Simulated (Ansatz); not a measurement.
Frozen-phonon scan for ZnSe (zinc blende)

ZnSe (zinc blende)

```yaml
crystal:
  lattice:
    - [0.00000, 5.73301, 5.73301]
    - [2.86650, 2.86650, 5.73301]
    - [2.86650, 2.86650, 0.00000]
  atoms:
    - { symbol: Se, position: [0.00000, 0.75000, 0.75000] }
    - { symbol: Se, position: [0.50000, 0.75000, 0.75000] }
    - { symbol: Zn, position: [0.00000, 0.00000, 0.00000] }
    - { symbol: Zn, position: [0.50000, 0.00000, 0.00000] }
```

The atoms are displaced by Q × the pattern below (from a DFPT mode at X = (0.5, 0.5, 0.0), largest move 1; Q in Å), at fixed cell. It is one choice among 2 degenerate patterns. (q is in reciprocal vectors of the primitive cell; the cell shown is doubled to hold the pattern.)

```json
[
 {"atom": "Se1", "x": "0.000", "y": "1.000", "z": "0.000"},
 {"atom": "Se2", "x": "0.000", "y": "-1.000", "z": "0.000"},
 {"atom": "Zn3", "x": "-0.834", "y": "0.000", "z": "0.000"},
 {"atom": "Zn4", "x": "0.834", "y": "0.000", "z": "0.000"}
]
```

All values below come from PBE (plane waves to 420 eV, PAW, scalar-relativistic; Ansatz, a first-principles code). k mesh 10×10×10 (Γ-centred), Fermi-Dirac smearing 0.05 eV. Energies are smeared free energies. ZnSe was relaxed with its symmetry unable to fall. The zero of ΔE is the undisplaced structure.

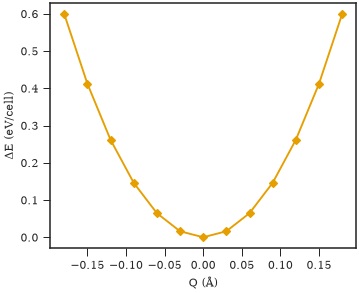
Figure. ΔE (eV/cell) against Q (Å); one marker a computed point.

The energy at Q = 0.180 Å is 599 meV/cell. Space group of the distorted cell: C222_1 (No. 20), lowered from F-43m. Harmonic wavenumber from the curvature (finite differences): 198 cm⁻¹. Shape of the curve: a single well with its minimum at or next to zero displacement. Symmetry of the curve: even: the same for both signs.

E″ = 35.80 eV/Å², M = Σ mᵢ|uᵢ|² = 248.8 u, ν̃ = 521.5·√(|E″|/M).

(A displaced cell: forces are minus the slopes of the energy, force constants its curvatures, and phonons follow from these.)
